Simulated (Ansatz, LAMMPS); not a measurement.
# Elastic response of glassy 81SiO2-7Na2O-7CaO-4ZnO (mol %) (78 atoms), part 2 of 4

Aim: relax glassy 81SiO2-7Na2O-7CaO-4ZnO (mol %) (78 atoms), then change its volume and shape to read moduli from the stress.

Ansatz 0.2.0; Kohn-Sham DFT, PBEsol, PAW (set soft_2), plane waves.

The cell: 22 Si, 4 Na, 2 Ca, 1 Zn and 49 O. The quench rate of 300 K/ps is orders of magnitude faster than experiment. The network of bonds at the start is that of the classical potential that made the cell. Sampling is at Γ alone.

So far. Step 2 (Single point at the start): The r.m.s. force at the start is 1.3 eV/Å. Step 3 (Cell and atoms relaxed): The relaxation converged after 28 steps, with a largest force component of 0.011 eV/Å.

## Step 4: Single point at the relaxed geometry

The electronic structure is read at the final geometry, in a run of its own.

The input, input.yaml:

```yaml
crystal:
  lattice:
    - [10.18194, -0.23726, 0.31553]
    - [-0.23726, 10.05704, 0.14509]
    - [0.31553, 0.14509, 9.80297]
  atoms:
    - { symbol: Si, position: [0.44045, 0.41183, 0.27013] }
    - { symbol: Si, position: [0.43601, 0.77842, 0.87142] }
    - { symbol: Si, position: [0.40892, 0.11257, 0.26706] }
    - { symbol: Si, position: [0.41444, 0.06498, 0.95992] }
    - { symbol: Si, position: [0.97587, 0.94125, 0.34485] }
    - { symbol: Si, position: [0.17307, 0.25828, 0.93267] }
    [... 66 atom lines left out ...]
    - { symbol: O, position: [0.2517, 0.76851, 0.5436] }
    - { symbol: O, position: [0.77868, 0.85361, 0.70862] }
    - { symbol: O, position: [0.52515, 0.79503, 0.73137] }
    - { symbol: O, position: [0.92492, 0.51976, 0.89396] }
    - { symbol: O, position: [0.4176, 0.26239, 0.20363] }
    - { symbol: O, position: [0.72323, 0.6039, 0.0343] }
kpoints:
  mp_grid: { grid: [1, 1, 1] }
hamiltonian:
  xc: pbesol
scf:
  occupations: { method: fixed }
output:
  forces: true
  stress: true
  populations: intrinsic
  dos:
    method: { smearing: { sigma: 0.15 } }
    de: 0.1
    projected: { site_lists: { Ca: [Ca], Na: [Na], O: [O], Si: [Si], Zn: [Zn] } }
  eigenvalues: true
  write_density: true
  write_potential: true
  volumetric_format: npy
```

Launch:

```
> ansatz run input.yaml --threads 4 --pin off --max-ram 8192MiB --backend cpu --events-out ev --progress --plain --runs-dir out
```

Numbers of over 12 decimals in the logs are rounded to 6 here.

Output:

```text
[...]
Crystal: 78 atoms, lattice volume = 1002.037 Å³
Basis set: ecut = 420 eV, 19593 PW (Γ), exchange–correlation on 144×144×144 points (8 copies of the dense FFT grid, shifted against one another)
Bands: 303, of which v1, the nominal top of the filled ones, is band 225 counted from 1 (224 counted from 0)
Symmetry: 1 space group operations
[...]
k-points: 1
[...]
SCF iter   1: F=—  HF=-54010.458022 eV  |F-HF|=—  |Δ(HF+E_count)|=         —  Δρ=1.19e-2  dr2=1.10e0  ethr=1.77e-3  ⟨swp⟩=5.0  Hψ=1197  notcnv=0  defer=76
[...]
SCF iter  10: F=-54010.145804 eV  HF=-54010.145804 eV  |F-HF|=3.68e-8  |Δ(HF+E_count)|=   1.12e-7  Δρ=1.28e-6  dr2=2.23e-8  ethr=2.22e-11  ⟨swp⟩=11.0  Hψ=1908  notcnv=0
SCF 1 converged in 10 iterations: F = -54010.145804 eV  dr2 = 2.23e-8
[...]
SCF converged after 10 iterations
Free energy (F): -54010.145804 eV
[...]
Internal energy: -54010.145804 eV  (E = F + TS)
E sigma→0 (E₀):  -54010.145804 eV
Fermi energy:    4.663011 eV
[...]
--- Forces (eV/Å), atoms counted from 1 ---
  atom   1  Si     0.00851073    -0.00268184     0.00125087
  atom   2  Si     0.00883376    -0.00449828     0.00096590
  atom   3  Si     0.00972557     0.00066304    -0.00909972
  atom   4  Si     0.00976306    -0.00635632    -0.00087494
  atom   5  Si    -0.00810508    -0.01130059     0.01056531
  atom   6  Si    -0.00030737     0.00227090    -0.00293783
  atom   7  Si     0.00359260    -0.00679276    -0.00000921
  atom   8  Si     0.00322549     0.00242308    -0.00180577
  atom   9  Si     0.00147928     0.00042920     0.00196853
  atom  10  Si    -0.00308647     0.00409035    -0.00043478
  atom  11  Si     0.00115608     0.00225897    -0.00187659
  atom  12  Si    -0.00759337     0.00371321     0.00479128
  atom  13  Si     0.00430463    -0.00057062    -0.00371407
  atom  14  Si     0.00541558     0.00008990    -0.00540378
[...]
atom  77  O     -0.00187379    -0.00570802    -0.00559466
  atom  78  O      0.00551103    -0.00264299    -0.00389196
  max |Σ_I F_I| component: 1.24e-4 eV/Å
--- Stress (GPa, compression-positive) ---
        0.012977      -0.014291       0.025146
       -0.014291      -0.005390       0.004897
        0.025145       0.004898      -0.022912
  P = ⅓ Tr σ = -0.0051 GPa (-0.051 kbar)
--- Band table (eV) ---
[...]
--- intrinsic populations: 78 sites ---
  site symbol       q [e]
     0     Si      2.3461
     1     Si      2.2656
     2     Si      2.3732
[...]
77      O      6.8832
  spilling = 0.000000 (of n_electrons = 450.000000)
```

Wall time 9.1 s (4 threads of Intel Xeon Platinum 8488C (Sapphire Rapids), shared host); peak memory 1.4 GiB; 33 s of CPU time.

Read from the output:

* free energy: -54010.1458 eV
* free energy per atom: -692.4378 eV/atom
* SCF cycles: 10
* pressure: -0.005108 GPa
* r.m.s. force component: 0.00391 eV/Å
* longest force: 0.01746 eV/Å
* Fermi energy: 4.663 eV
* gap (highest filled to lowest empty level): 3.2 eV

Intrinsic-atomic-orbital charges by element and coordination:

| element | coordination | atoms | mean charge (e) | spread | least | most |
| --- | --- | --- | --- | --- | --- | --- |
| Ca | all | 2 | 1.78 | 0.0031 | 1.78 | 1.78 |
| Ca | 6 | 1 | 1.78 | 0 | 1.78 | 1.78 |
| Ca | 7 | 1 | 1.78 | 0 | 1.78 | 1.78 |
| Na | all | 4 | 0.802 | 0.0062 | 0.792 | 0.809 |
| Na | 3 | 1 | 0.804 | 0 | 0.804 | 0.804 |
| Na | 5 | 2 | 0.801 | 0.0084 | 0.792 | 0.809 |
| Na | 6 | 1 | 0.804 | 0 | 0.804 | 0.804 |
| O | all | 49 | -0.922 | 0.0869 | -1.16 | -0.844 |
| O | 2 | 24 | -0.881 | 0.0532 | -1.13 | -0.844 |
| O | 3 | 23 | -0.951 | 0.0896 | -1.16 | -0.882 |
| O | 4 | 2 | -1.09 | 0.0026 | -1.09 | -1.09 |
| Si | all | 22 | 1.68 | 0.0568 | 1.54 | 1.74 |
| Si | 4 | 20 | 1.68 | 0.059 | 1.54 | 1.74 |
| Si | 5 | 2 | 1.65 | 9.0e-4 | 1.65 | 1.66 |
| Zn | all | 1 | 1.48 | 0 | 1.48 | 1.48 |

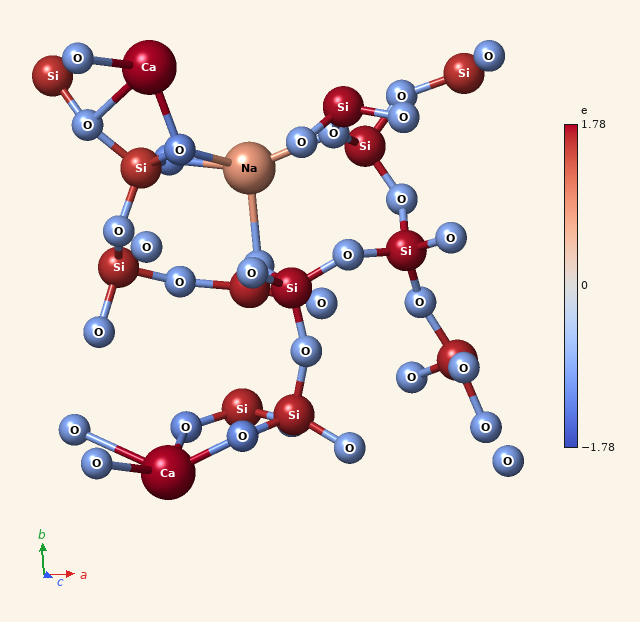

Atoms coloured by intrinsic-atomic-orbital charge. Drawn is a slice 5 Å thick, seen along the normal of the ab plane. Bonds to atoms that aren't drawn are left out.

States in the cell by windows of 1 eV, zero at the Fermi level; the larger projections on atomic orbitals stand beside the total:

| from (eV) | to (eV) | total | O p | Si p | O s |
| --- | --- | --- | --- | --- | --- |
| -18 | -17 | 7.6 | 0.1 | 0.9 | 5.7 |
| -17 | -16 | 5.5 | 0.1 | 0.6 | 4.0 |
| -16 | -15 | 2.5 | 0.0 | 0.3 | 2.0 |
| -15 | -12 | 0.0 | 0.0 | 0.0 | 0.0 |
| -12 | -11 | 2.1 | 1.4 | 0.1 | 0.1 |
| -11 | -10 | 8.4 | 5.6 | 0.4 | 0.3 |
| -10 | -9 | 12.5 | 8.5 | 1.0 | 0.6 |
| -9 | -8 | 12.6 | 9.0 | 1.7 | 0.5 |
| -8 | -7 | 25.3 | 19.1 | 4.9 | 0.3 |
| -7 | -6 | 24.6 | 17.5 | 3.8 | 0.6 |
| -6 | -5 | 31.8 | 21.6 | 2.6 | 1.3 |
| -5 | -4 | 47.8 | 41.0 | 2.7 | 1.4 |
| -4 | -3 | 56.2 | 51.2 | 1.9 | 1.0 |
| -3 | -2 | 46.0 | 43.1 | 0.9 | 0.5 |
| -2 | -1 | 26.8 | 24.9 | 0.5 | 0.2 |
| -1 | 0 | 8.9 | 8.4 | 0.2 | 0.0 |
| 0 | 1 | 1.1 | 1.0 | 0.0 | 0.0 |
| 1 | 2 | 0.0 | 0.0 | 0.0 | 0.0 |
| 2 | 3 | 0.1 | 0.0 | 0.0 | 0.0 |
| 3 | 4 | 1.9 | 0.0 | 0.0 | 0.5 |
| 4 | 5 | 3.3 | 0.4 | 0.5 | 0.5 |

With fixed occupations the program's Fermi level is the highest filled level; weight inside the gap is the broadening of levels at its edges.

Between -26 and -18 eV lie 118 more states.

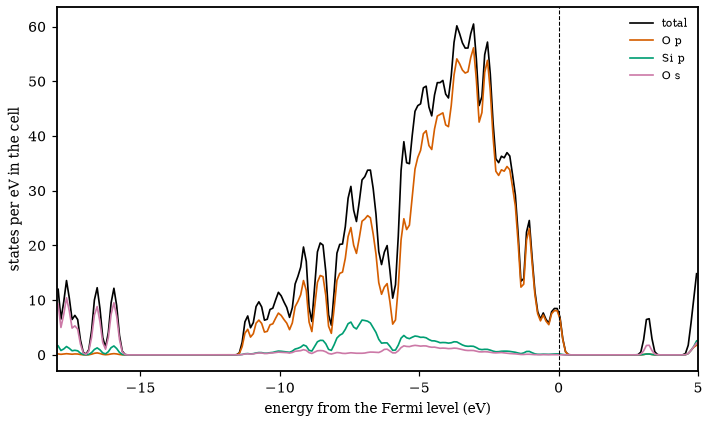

Total and projected density of states, with the broadening of the input.

The levels nearest the highest filled one (over half full), pooled over k-points and spins:

| level less the highest filled one (eV) | occupation |
| --- | --- |
| -1.05 | 2 |
| -1.00 | 2 |
| -0.814 | 2 |
| -0.533 | 2 |
| -0.229 | 2 |
| 0 | 2 |
| 3.20 | 0 |
| 4.83 | 0 |
| 5.02 | 0 |
| 5.08 | 0 |
| 5.16 | 0 |
| 5.37 | 0 |

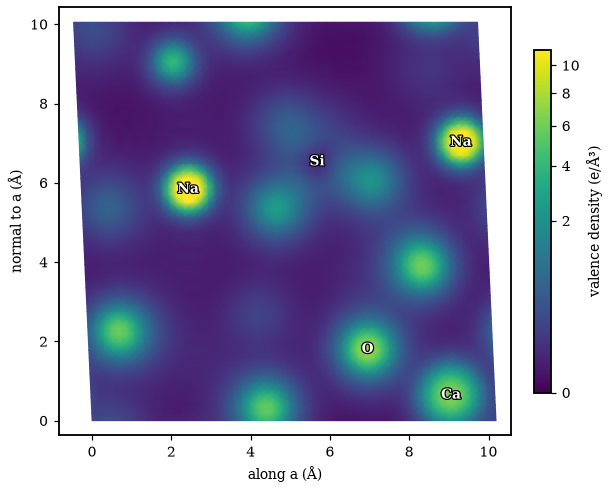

Valence density in the ab plane at fractional z = 0.094, with atoms of Si and Na and Ca and O within 0.2 Å of it. It is the smooth field of the valence electrons, not physical close to the nuclei. The colour scale is stretched toward low values.

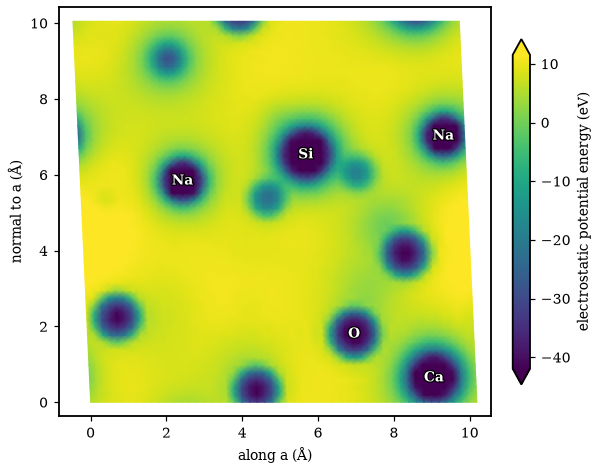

Electrostatic potential energy in the ab plane at fractional z = 0.094, with atoms of Si and Na and Ca and O within 0.2 Å of it. With pseudopotentials it is smooth inside the atoms' cores, unlike the true potential.

Filled and empty levels are parted by 3.20 eV (at Γ alone); a semilocal functional tends to put such gaps too low. In a disordered cell it changes from sample to sample, and tail or defect levels can set it. Mean intrinsic-atomic-orbital charges: Ca +1.78, Na +0.80, O -0.92, Si +1.68, Zn +1.48 e.

## Step 5: Volume -3 %

The relaxed cell is scaled evenly and the atoms are relaxed again; the stress at the end gives one point of P(V).

input.yaml, the sections that differ from step 4:

```yaml
crystal:
  lattice:
    - [10.07909, -0.23486, 0.31234]
    - [-0.23486, 9.95545, 0.14362]
    - [0.31234, 0.14362, 9.70394]
  atoms:
    [... the 78 atom lines of step 4 ...]
output:
  forces: true
  eigenvalues: true
  stress: true
relax:
  f_tol: 0.05
  max_steps: 70
# kpoints, hamiltonian, scf: as in step 4
```

Output:

```text
Warning: output.stress: scf.convergence.dr2_threshold = 1e-7 eV (the SCF's general default) is looser than the 7.8e-9 eV advised for a printed stress (1e-10 eV for each atom of the cell: 78). What an SCF threshold leaves in a stress goes as its square root, and in the free energy as the threshold itself, and one threshold admits the most on a small cell: [...]
[...]
Crystal: 78 atoms, lattice volume = 971.976 Å³
Basis set: ecut = 420 eV, 18989 PW (Γ), exchange–correlation on 144×144×144 points (8 copies of the dense FFT grid, shifted against one another)
Bands: 303, of which v1, the nominal top of the filled ones, is band 225 counted from 1 (224 counted from 0)
Symmetry: 1 space group operations
[...]
k-points: 1
[...]
SCF iter   1: F=—  HF=-54009.946241 eV  |F-HF|=—  |Δ(HF+E_count)|=         —  Δρ=1.19e-2  dr2=1.06e0  ethr=1.77e-3  ⟨swp⟩=5.0  Hψ=1197  notcnv=0  defer=76
[...]
SCF iter   5: F=—  HF=-54009.641862 eV  |F-HF|=—  |Δ(HF+E_count)|=   6.52e-4  Δρ=1.53e-4  dr2=2.87e-4  ethr=1.09e-6  ⟨swp⟩=2.0  Hψ=392  notcnv=0  defer=76
SCF iter   6: F=-54009.641938 eV  HF=-54009.641941 eV  |F-HF|=2.47e-6  |Δ(HF+E_count)|=   7.87e-5  Δρ=5.36e-5  dr2=2.80e-5  ethr=1.39e-8  ⟨swp⟩=16.0  Hψ=2231  notcnv=0
SCF 1 converged in 6 iterations: F = -54009.641938 eV  dr2 = 2.80e-5
[...]
relax step   1: F+E_penalty+E_count = -54009.64193816 eV  Δ(F+E_penalty+E_count) = +0.000e0 eV  max|allowed force component| = 5.955e-1 eV/Å  Δτ_max = 0.0000 Å  (6 SCF iters, dr2 threshold 6.25e-5 eV, accepted)
[...]
relax step   2: F+E_penalty+E_count = -54009.80152155 eV  Δ(F+E_penalty+E_count) = -1.596e-1 eV  max|allowed force component| = 3.185e-1 eV/Å  Δτ_max = 0.0280 Å  (6 SCF iters, dr2 threshold 2.22e-5 eV, accepted)
[...]
relax step   3: F+E_penalty+E_count = -54009.93734954 eV  Δ(F+E_penalty+E_count) = -1.358e-1 eV  max|allowed force component| = 1.492e-1 eV/Å  Δτ_max = 0.0562 Å  (7 SCF iters, dr2 threshold 6.34e-6 eV, accepted)
relax step   4: F+E_penalty+E_count = -54009.92457255 eV  Δ(F+E_penalty+E_count) = +1.278e-2 eV  max|allowed force component| = 5.233e-1 eV/Å  Δτ_max = 0.0605 Å  (7 SCF iters, dr2 threshold 4.89e-6 eV, rejected (line search))
relax step   5: F+E_penalty+E_count = -54009.96124044 eV  Δ(F+E_penalty+E_count) = -2.389e-2 eV  max|allowed force component| = 1.555e-1 eV/Å  Δτ_max = 0.0279 Å  (9 SCF iters, accepted)
relax step   6: F+E_penalty+E_count = -54009.96048561 eV  Δ(F+E_penalty+E_count) = +7.548e-4 eV  max|allowed force component| = 1.446e-1 eV/Å  Δτ_max = 0.0767 Å  (7 SCF iters, dr2 threshold 5.30e-6 eV, rejected (line search))
relax step   7: F+E_penalty+E_count = -54009.97040306 eV  Δ(F+E_penalty+E_count) = -9.163e-3 eV  max|allowed force component| = 6.141e-2 eV/Å  Δτ_max = 0.0312 Å  (8 SCF iters, accepted)
relax step   8: F+E_penalty+E_count = -54009.96518506 eV  Δ(F+E_penalty+E_count) = +5.218e-3 eV  max|allowed force component| = 1.963e-1 eV/Å  Δτ_max = 0.0500 Å  (9 SCF iters, rejected (line search))
[...]
relax step   9: F+E_penalty+E_count = -54009.97270994 eV  Δ(F+E_penalty+E_count) = -2.307e-3 eV  max|allowed force component| = 4.360e-2 eV/Å  Δτ_max = 0.0211 Å  (8 SCF iters, accepted)
SCF converged after 8 iterations
Free energy (F): -54009.972710 eV
[...]
Internal energy: -54009.972710 eV  (E = F + TS)
E sigma→0 (E₀):  -54009.972710 eV
Fermi energy:    4.934561 eV
[...]
Σ components = -54009.972710   (vs F -54009.972710, Δ=0.00e0)
--- Forces (eV/Å), atoms counted from 1 ---
  atom   1  Si    -0.00627359    -0.00259476    -0.00509093
  atom   2  Si     0.02352153    -0.01342105    -0.01038494
  atom   3  Si     0.00995634    -0.00243065     0.00631285
  atom   4  Si    -0.00060611     0.01629101    -0.00296709
[...]
atom  78  O      0.02233203    -0.00736369    -0.00369728
  max |Σ_I F_I| component: 1.35e-4 eV/Å
--- Stress (GPa, compression-positive) ---
        2.009640      -0.028465      -0.071541
       -0.028465       2.027005       0.046433
       -0.071542       0.046434       1.542315
  P = ⅓ Tr σ = 1.8597 GPa (18.597 kbar)
--- Band table (eV) ---
[...]
--- Relaxed structure (9 steps of the walk, 6 accepted, 0 SCFs on fresh bases) ---
  F+E_penalty+E_count = -54009.97270994 eV   max|allowed force component| = 4.360e-2 eV/Å
  atoms:
    - { symbol: Si, position: [0.438061, 0.410904, 0.267628] }
    - { symbol: Si, position: [0.432833, 0.779718, 0.867151] }
    - { symbol: Si, position: [0.411951, 0.109034, 0.267504] }
    - { symbol: Si, position: [0.411462, 0.063855, 0.959808] }
[...]
- { symbol: O, position: [0.724749, 0.606140, 0.032635] }
```

Wall time 50 s (4 threads); peak memory 1.4 GiB.

The program notes that the SCF threshold is loose for the stress.

The relaxation converged after 9 steps, 0.331 eV below its start, with a largest force component of 0.044 eV/Å.

Volume -3 %: the energy stands 0.173 eV above that of the reference, at a pressure of 1.86 GPa.

## Step 6: Volume +3 %

The relaxed cell is scaled to another volume.

Input and log are left out; they have the form of those shown for this kind of step.

Elapsed: 34 s, on 4 threads of Intel Xeon Platinum 8488C (Sapphire Rapids), shared host; peak memory 1.4 GiB.

The relaxation converged after 6 steps, 0.285 eV below its start, with a largest force component of 0.048 eV/Å.

Volume +3 %: the energy stands 0.174 eV above that of the reference, at a pressure of -1.70 GPa.

## Step 7: Volume -6 %

The relaxed cell is scaled to another volume.

Input and log are left out; they have the form of those shown for this kind of step.

It took 59 s on 4 threads of Intel Xeon Platinum 8488C (Sapphire Rapids), shared host; peak memory 1.4 GiB.

The relaxation converged after 11 steps, 1.40 eV below its start, with a largest force component of 0.045 eV/Å.

Volume -6 %: the energy stands 0.716 eV above that of the reference, at a pressure of 3.97 GPa.

## Step 8: Volume +6 %

The relaxed cell is scaled to another volume.

Input and log are left out; they have the form of those shown for this kind of step.

The job ended after 71 s (4 threads of Intel Xeon Platinum 8488C (Sapphire Rapids), shared host; peak memory 1.4 GiB; 4.2 min of CPU time).

The relaxation converged after 12 steps, 1.10 eV below its start, with a largest force component of 0.037 eV/Å.

Volume +6 %: the energy stands 0.620 eV above that of the reference, at a pressure of -3.18 GPa.

[end of part 2 of 4]

[Logs are printed without paths, hosts, clocks, repeated set-up lines and the standing remarks that a program may print on its own settings, such as how far it seeks lower states.]

[Hosts, paths, dates, database ids (printed as entryN), source tags and the programs' standing remarks are cut or masked in the printed files.]
